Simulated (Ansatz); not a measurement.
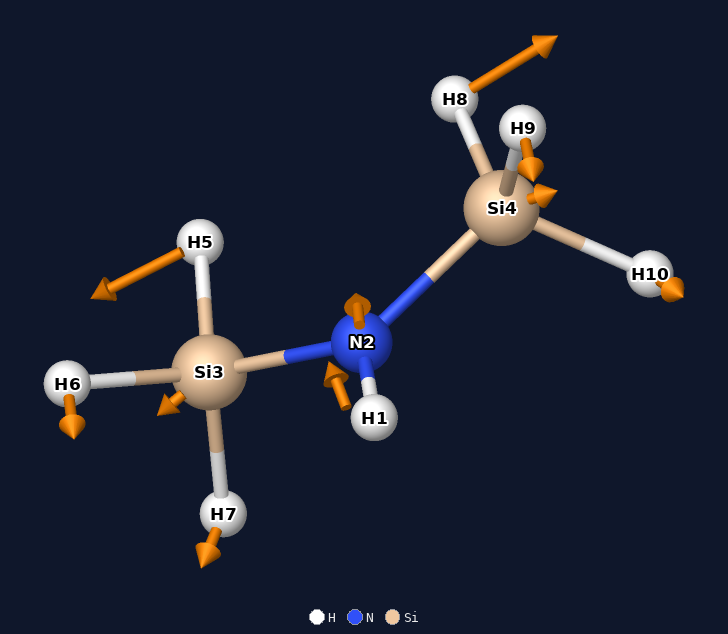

The arrows show one normal mode. Harmonic vibrations computed with RKS PBE0-D4/def2-TZVP (Ansatz 0.2.0) at a stationary point of the same level.

**At what wavenumber does it lie?**

215 cm⁻¹; it is mode 3 of 24 counted from the lowest.
